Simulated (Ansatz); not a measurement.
**Response to strain in MoP**

Consider MoP (space group P-6m2, No. 187; relaxed with 0.1 eV smearing).

```
MoP
1.0
    3.20755     0.00000     0.00000
   -1.60378     2.77782     0.00000
    0.00000     0.00000     3.17271
Mo P
1 1
Direct
  0.00000   0.00000   0.00000
  0.66667   0.33333   0.50000
```

Cartesian axes are those of the cell as printed.

Strains are applied to the cell and any free atomic positions relax; under biaxial strain the out-of-plane vector relaxes too.

All numbers come from plane-wave PAW DFT at the PBEsol level (Ansatz, a quantum-chemistry and plane-wave program, 420 eV), no spin-orbit coupling.

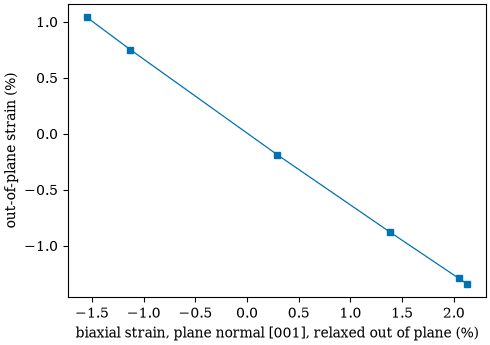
Figure: Out-of-plane strain against biaxial strain, plane normal [001], relaxed out of plane

Task: From the plot, what is the out-of-plane strain for biaxial strain +2.13 %, plane normal [001], relaxed out of plane?

Result: About -1.3 %.

Task: Is the trend monotonic over the range shown?

Result: Yes, it falls throughout, spanning -1.34 % to +1.04 %.

Whether these cells are dynamically stable was not tested. The final runs are not spin-polarised. An odd electron count without spin: MoP.
